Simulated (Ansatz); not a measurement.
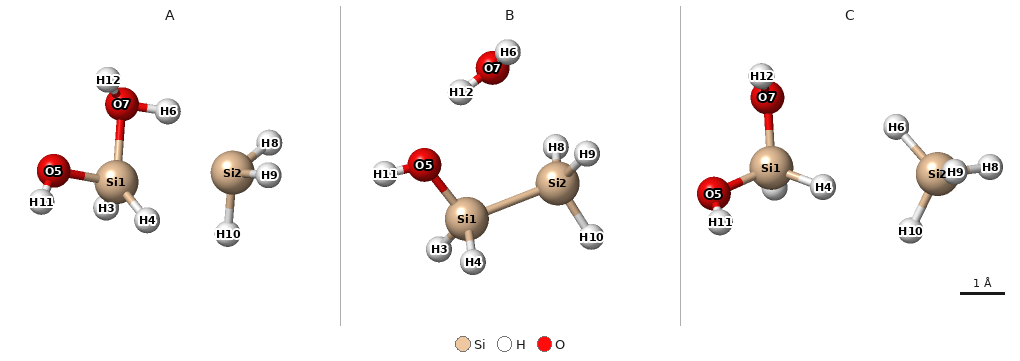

Three geometries of Si2H8O2: a saddle point and the two minima that it joins, in shuffled order. A ball-and-stick model, seen from a free direction. Sticks join atoms that are closer than about 1.2 times the sum of their covalent radii (a little more with hydrogen).

Stationary points at PBE0-D4/def2-TZVP, single-point energies with CCSD(T)/CBS (def2-TZVPP where no basis is named; Ansatz 0.2.0). The energies are electronic, without zero-point or thermal terms, and both ends are the minima reached downhill from the saddle, with any fragments still in contact. CCSD(T)/CBS stands for a frozen-core estimate: MP2 correlation extrapolated from def2-TZVPP and def2-QZVPP, CCSD(T) minus MP2 from the smaller set.

Question: Identify the saddle point and describe the reaction.

Answer: Frame A is the saddle point. Counted by bonded pieces, B holds H₂O + Si₂H₆O and C holds SiH₄ + SiH₄O₂. From B over the saddle to C, bonds form: Si1–O7 (3.55 → 1.83 → 1.63 Å), Si2–H6 (3.53 → 2.08 → 1.48 Å). Bonds break: Si1–Si2 (2.34 → 2.76 → 3.97 Å), H6–O7 (0.96 → 1.08 → 3.26 Å). The saddle has one imaginary mode, 692i cm⁻¹. With CCSD(T)/CBS the barrier is 168.2 kJ/mol from B and 264.1 kJ/mol from C, and C lies 95.9 kJ/mol below B.
